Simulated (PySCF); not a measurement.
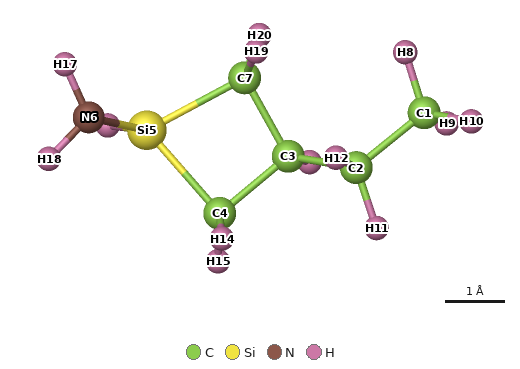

**Figure 1.** The input geometry of run A (ball-and-stick view, seen at a tilt; atoms are numbered from 1 in the order of the input). Bond lengths as drawn: C–C 1.52 to 1.54 Å, C–H 1.09 Å, C–Si 1.90 Å, H–N 1.01 Å, H–Si 1.47 Å and N–Si 1.73 Å.

## C5H13NSi: one change and its effect

System: C5H13NSi.
Method of run A: GIAO PBE0/pcSseg-1 NMR shielding, non-relativistic, gas phase (PySCF 2.14.0).

The geometry comes from this level: GFN2-xTB. Text and figures count atoms from 1; the logs count them from 0 in places.

**Input, run A**
```
{"job": {"kind": "nmr", "xc": "PBE0", "basis": "pcSseg-1"}, "charge": 0, "multiplicity": 1}
C     -2.752541     0.316025    -0.052245
C     -1.578130    -0.653126    -0.125103
C     -0.352069    -0.131523     0.611218
C      0.841598    -1.111852     0.620749
Si     2.036800     0.307177     0.204080
N      2.912693     0.063747    -1.263171
C      0.322586     1.094275    -0.043579
H     -2.479447     1.278719    -0.478212
H     -3.052374     0.473024     0.982224
H     -3.606904    -0.073489    -0.602095
H     -1.874108    -1.612089     0.309801
H     -1.315957    -0.829907    -1.171481
H     -0.632794     0.111946     1.639386
H      0.748755    -1.852479    -0.170834
H      0.960676    -1.646391     1.559451
H      2.800626     0.832522     1.346629
H      3.270299     0.878584    -1.736261
H      3.612052    -0.661875    -1.274555
H      0.034453     1.191553    -1.088386
H      0.098636     2.035837     0.451174
```

The first line tells a small driver script what to run in PySCF; the rest is the geometry in Å.

Launched with:
```bash
OMP_NUM_THREADS=1 python <driver script> task.json out
```

Hardware: 1 CPU thread, shared host.

**Output (run A)**
```
coarse grid: 16176 points
cycle   1  E = -542.0102189052  dE =  6.574e-01  |g| = 6.130e-01  |ddm| = 3.877e+00
cycle   2  E = -541.9521858394  dE =  5.803e-02  |g| = 7.852e-01  |ddm| = 1.361e+00
cycle   3  E = -542.1042160868  dE = -1.520e-01  |g| = 5.254e-02  |ddm| = 8.527e-01
cycle   4  E = -542.1047666295  dE = -5.505e-04  |g| = 2.467e-02  |ddm| = 7.633e-02
cycle   5  E = -542.1049056690  dE = -1.390e-04  |g| = 4.527e-03  |ddm| = 2.116e-02
cycle   6  E = -542.1049104727  dE = -4.804e-06  |g| = 8.514e-04  |ddm| = 5.241e-03
final grid: 148800 points
cycle   7  E = -542.1444102690  dE = -4.663e-05  |g| = 9.815e-03  |ddm| = 3.263e-02
cycle   8  E = -542.1443950696  dE =  1.520e-05  |g| = 1.257e-02  |ddm| = 2.113e-02
cycle   9  E = -542.1444346756  dE = -3.961e-05  |g| = 6.747e-04  |ddm| = 1.225e-02
cycle  10  E = -542.1444347699  dE = -9.427e-08  |g| = 2.473e-04  |ddm| = 8.684e-04
cycle  11  E = -542.1444347841  dE = -1.428e-08  |g| = 4.285e-05  |ddm| = 1.998e-04
cycle  12  E = -542.1444347846  dE = -4.162e-10  |g| = 1.043e-05  |ddm| = 6.091e-05
converged SCF energy = -542.1444347846

GIAO shielding tensors (ppm)
atom      isotropic    diamagn.    paramagn.     s11        s22        s33       span
  0 C      172.653     246.355     -73.702    158.468    171.786    187.705     29.238
  1 C      147.094     247.085     -99.992    133.302    139.150    168.830     35.528
  2 C      154.189     252.220     -98.031    144.096    152.645    165.826     21.730
  3 C      163.041     253.962     -90.921    144.648    156.688    187.786     43.137
  4 Si     367.178     880.717    -513.538    335.770    349.758    416.007     80.237
  5 N      248.795     312.873     -64.078    219.535    259.383    267.467     47.932
  6 C      164.103     254.437     -90.333    148.455    156.147    187.708     39.253
  7 H       30.601      30.558       0.043     25.849     30.813     35.140      9.291
  8 H       31.028      29.677       1.351     26.719     28.868     37.497     10.777
  9 H       30.630      27.924       2.706     25.912     27.647     38.331     12.418
 10 H       30.032      31.695      -1.663     25.081     29.623     35.390     10.309
 11 H       30.463      32.754      -2.291     26.472     30.950     33.966      7.494
 12 H       29.808      35.071      -5.263     26.792     28.900     33.731      6.939
 13 H       30.739      33.011      -2.272     27.333     29.864     35.019      7.686
 14 H       30.165      31.845      -1.680     26.261     27.712     36.523     10.262
 15 H       26.101      29.525      -3.424     21.832     25.172     31.299      9.467
 16 H       31.375      28.797       2.578     24.393     27.126     42.606     18.214
 17 H       31.373      28.375       2.998     24.412     27.076     42.631     18.218
 18 H       30.918      33.641      -2.724     27.286     30.562     34.906      7.621
 19 H       30.175      32.546      -2.371     26.233     28.223     36.069      9.836
```

The input of run B differs as follows (lines with − go, lines with + come):
```diff
+"pop": true
+"grid": 4
```

Predict how the results change.

The energy doesn't change within 0.01 kcal/mol. No shielding changes by as much as 0.05 ppm. The number of SCF iterations is the same.

**Output (run B)**
```
coarse grid: 16176 points
cycle   1  E = -542.0102189052  dE =  6.574e-01  |g| = 6.130e-01  |ddm| = 3.877e+00
cycle   2  E = -541.9521858394  dE =  5.803e-02  |g| = 7.852e-01  |ddm| = 1.361e+00
cycle   3  E = -542.1042160868  dE = -1.520e-01  |g| = 5.254e-02  |ddm| = 8.527e-01
cycle   4  E = -542.1047666295  dE = -5.505e-04  |g| = 2.467e-02  |ddm| = 7.633e-02
cycle   5  E = -542.1049056690  dE = -1.390e-04  |g| = 4.527e-03  |ddm| = 2.116e-02
cycle   6  E = -542.1049104727  dE = -4.804e-06  |g| = 8.514e-04  |ddm| = 5.241e-03
final grid: 404040 points
cycle   7  E = -542.1444178924  dE = -4.669e-05  |g| = 9.819e-03  |ddm| = 3.268e-02
cycle   8  E = -542.1444026810  dE =  1.521e-05  |g| = 1.257e-02  |ddm| = 2.113e-02
cycle   9  E = -542.1444423166  dE = -3.964e-05  |g| = 6.750e-04  |ddm| = 1.225e-02
cycle  10  E = -542.1444424110  dE = -9.438e-08  |g| = 2.473e-04  |ddm| = 8.688e-04
cycle  11  E = -542.1444424252  dE = -1.427e-08  |g| = 4.286e-05  |ddm| = 1.997e-04
cycle  12  E = -542.1444424257  dE = -4.137e-10  |g| = 1.041e-05  |ddm| = 6.092e-05
converged SCF energy = -542.1444424257

GIAO shielding tensors (ppm)
atom      isotropic    diamagn.    paramagn.     s11        s22        s33       span
  0 C      172.652     246.355     -73.703    158.468    171.782    187.707     29.239
  1 C      147.095     247.084     -99.989    133.304    139.153    168.828     35.524
  2 C      154.194     252.224     -98.030    144.101    152.650    165.830     21.730
  3 C      163.042     253.962     -90.921    144.650    156.687    187.788     43.138
  4 Si     367.184     880.717    -513.533    335.775    349.764    416.012     80.237
  5 N      248.793     312.870     -64.078    219.536    259.380    267.462     47.926
  6 C      164.107     254.440     -90.333    148.461    156.152    187.710     39.249
  7 H       30.601      30.558       0.043     25.849     30.813     35.140      9.291
  8 H       31.028      29.677       1.351     26.719     28.868     37.497     10.777
  9 H       30.630      27.924       2.706     25.912     27.647     38.331     12.418
 10 H       30.032      31.695      -1.663     25.082     29.623     35.391     10.309
 11 H       30.463      32.753      -2.290     26.472     30.950     33.966      7.494
 12 H       29.808      35.071      -5.263     26.792     28.900     33.731      6.939
 13 H       30.739      33.010      -2.272     27.333     29.864     35.019      7.686
 14 H       30.165      31.846      -1.680     26.261     27.712     36.524     10.262
 15 H       26.101      29.525      -3.424     21.832     25.172     31.299      9.467
 16 H       31.375      28.797       2.578     24.393     27.126     42.606     18.214
 17 H       31.373      28.374       2.999     24.412     27.076     42.630     18.218
 18 H       30.918      33.642      -2.724     27.285     30.562     34.906      7.621
 19 H       30.175      32.546      -2.371     26.233     28.222     36.070      9.837
```

**The two runs side by side**

| quantity | run A | run B |
| --- | --- | --- |
| outcome | converged | converged |
| total energy (hartree) | −542.144435 | −542.144442 |
| HOMO (eV) | −7.08 | −7.08 |
| LUMO (eV) | 1.11 | 1.11 |
| dipole moment (D) | 1.33 | 1.33 |
| shielding of C1 (ppm) | 172.7 | 172.7 |
| shielding of C2 (ppm) | 147.1 | 147.1 |
| shielding of C3 (ppm) | 154.2 | 154.2 |
| shielding of C4 (ppm) | 163.0 | 163.0 |
| shielding of Si5 (ppm) | 367.2 | 367.2 |
| shielding of N6 (ppm) | 248.8 | 248.8 |
| shielding of C7 (ppm) | 164.1 | 164.1 |
| SCF iterations | 12 | 12 |
| basis functions | 191 | 191 |
| wall time (shared host) | 48 s | 86 s |
